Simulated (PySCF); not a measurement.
# C5H8FN: what the fields show

```xyz
15

C     2.3772    0.4580    0.0856
N     1.1154    1.0492   -0.2450
C     0.0504    0.4029   -0.1994
C    -1.3719    0.8214   -0.4449
C    -1.8379   -0.5311    0.1270
C    -0.3813   -1.0201    0.1553
F     0.0516   -1.5210    1.3621
H     2.7899    1.0119    0.9292
H     2.3228   -0.6052    0.3406
H     3.0431    0.6020   -0.7658
H    -1.5966    0.9629   -1.5006
H    -1.6834    1.7095    0.1001
H    -2.2456   -0.4512    1.1316
H    -2.5135   -1.1126   -0.4950
H    -0.1246   -1.7685   -0.6029
```

Geometry: GFN2-xTB.

All numbers below come from PBE0/def2-SVPD, SCF density, gas phase (PySCF 2.14.0).

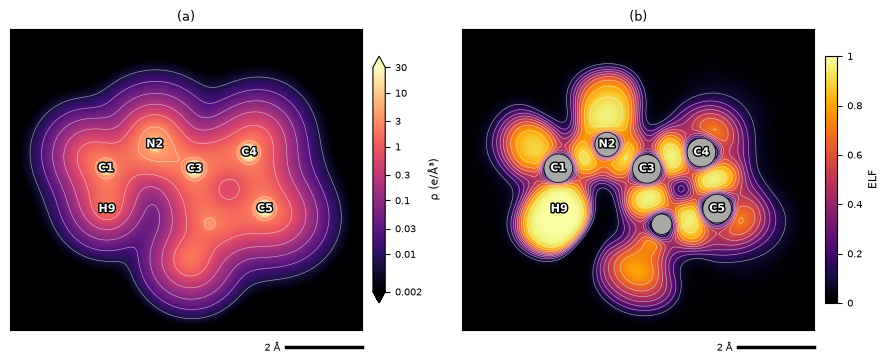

Figure 1. (a) total electron density; (b) electron localisation function on the plane of atoms C3, C4 and C5. Grey discs cover the atomic cores in the ELF map.

> Describe what can be read from this map.

- Atoms in the plane: C, N and H.
- C–N (1.25 Å): the density is about 2.9 e/Å³ at the midpoint; the ELF peaks at about 0.90 between the atoms: a multiple bond.
- C–C (1.50 Å): ρ at the midpoint is about 1.7 e/Å³; the ELF peaks at about 0.95 between the atoms, as expected for localised, covalent bonding.
- C–H (1.09 Å): the density is about 2 e/Å³ at the midpoint; the ELF climbs to about 1 towards the hydrogen, as it does in any bond to H; a covalent bond by its length.
- C–N (1.43 Å): ρ at the midpoint is about 2 e/Å³; the ELF peaks at about 0.95 between the atoms; a covalent bond.
- The ELF also peaks beside F7 and N2, away from the bonds: lone-pair regions.

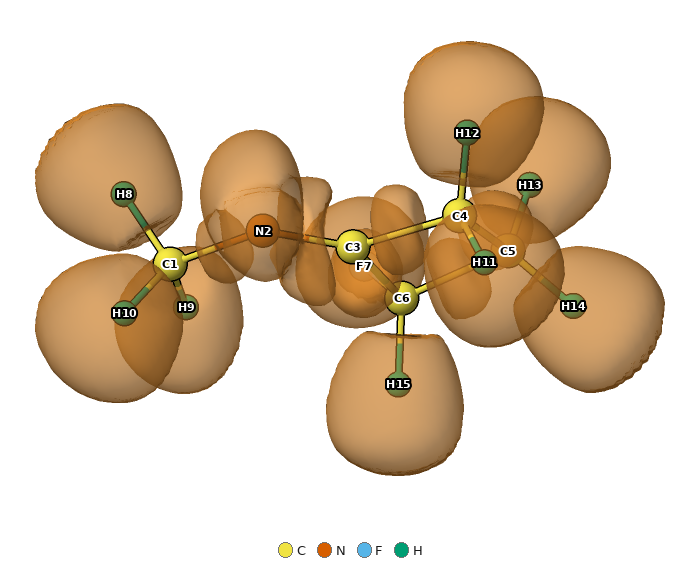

Figure 2. Isosurface of the ELF at 0.75 (orange), seen at an oblique angle. Only the valence region is drawn (cores and ρ < 0.01 e/Å³ removed).

> Where are the electrons localised?

At this value the surface marks out four regions between bonded C–C atoms (shared pairs), eight regions around hydrogen nuclei, one region on F in which the atom's valence shell and bonds are merged and one region on N in which the atom's valence shell and bonds are merged. Profiles from the grid: C–F (1.38 Å): the ELF peaks at about 0.85 between the atoms, as expected for a polar covalent bond.

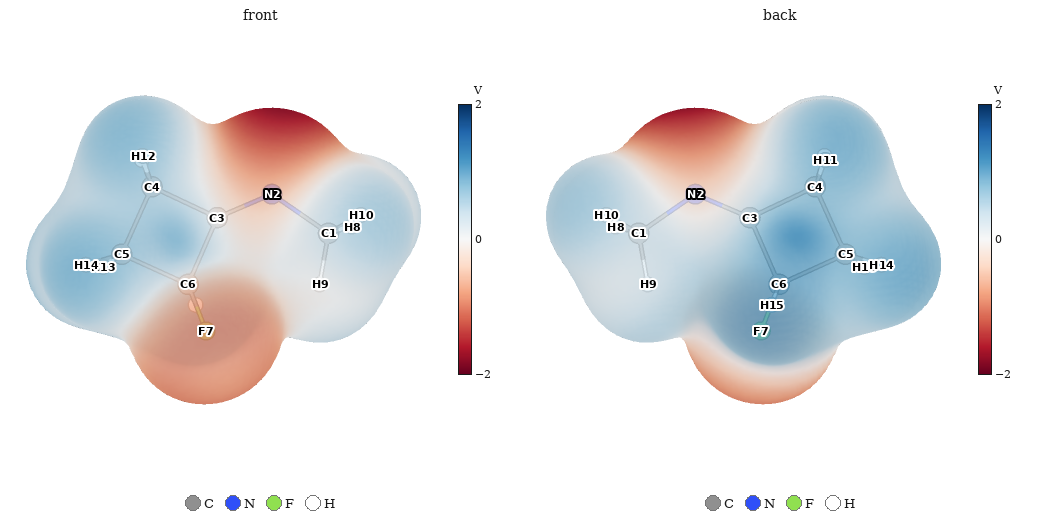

Figure 3. The molecular electrostatic potential painted on the density surface at 0.002 e/bohr³, seen from the front and from behind; the colour scale runs from red (negative) to blue (positive).

> Which sites attract a positive test charge, and which a negative one?

A positive charge is drawn to the negative regions and a negative charge to the positive ones. The most negative region (about −1.7 V) lies over N2, the most positive (about +1.1 V) over the C and H atoms. N2 is the likeliest acceptor of a hydrogen bond.

> What dipole moment does the calculation give?

Its dipole moment is 1.59 D.

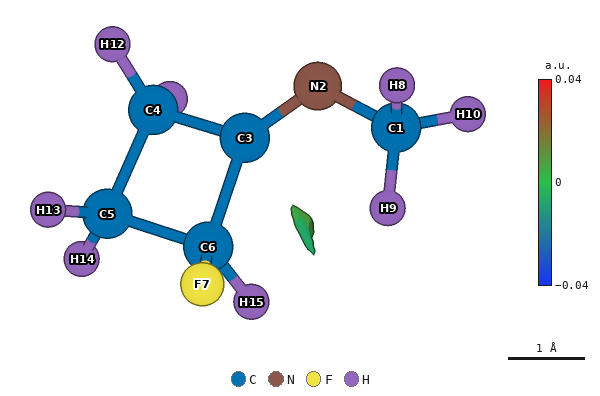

Figure 4. Non-covalent interaction (NCI) plot: the surface where the reduced density gradient is 0.5, for densities under 0.05 a.u., coloured by sign(λ₂)ρ; seen at a tilt.

> Identify the weak interactions.

Between H9 and C1 on one side and C6 and F7 on the other: a weak contact, attractive (blue-green) on one side and crowded (olive to red) on the other.
